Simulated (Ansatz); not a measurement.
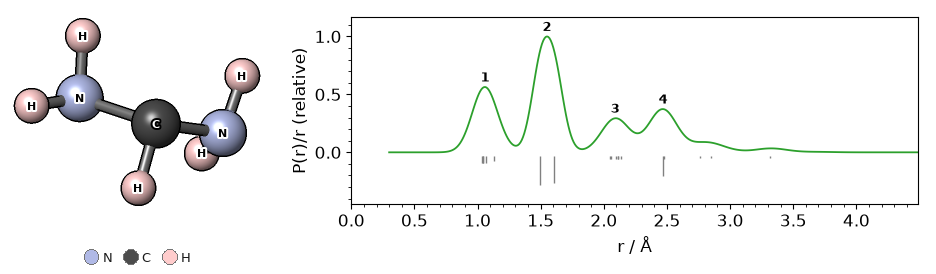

Simulated gas electron diffraction: radial distribution curve of CH₅N₂ (charge -1, ignored in the scattering factors). Each pair of atoms contributes with weight ZᵢZⱼ/r (bars below the curve); damping constant 0.0015 Å²; vibrational amplitudes assumed, not computed: 0.05 Å for bonds, 0.078 Å for bonds to H, 0.06 + 0.015 r up to 0.15 Å for other pairs. The geometry is the end point of an optimisation (Ansatz 0.2.0, RKS BLYP-D4/6-31G*); it may be a saddle point or a higher isomer. SMILES: N[CH-]N.

Q: Which pairs of atoms lie under the numbered peaks? Mark bonded pairs by – and others by ···.

A: Peak 1, 1.06 Å: N–H 1.03–1.07 Å (×4), C–H 1.13 Å, not resolved
Peak 2, 1.55 Å: N–C 1.50–1.61 Å (×2), not resolved
Peak 3, 2.09 Å: C···H 2.05–2.14 Å (×4), N···H 2.06–2.10 Å (×2), not resolved
Peak 4, 2.47 Å: N···N 2.47 Å, N···H 2.48 Å; in its flanks N···H 2.76–2.85 Å
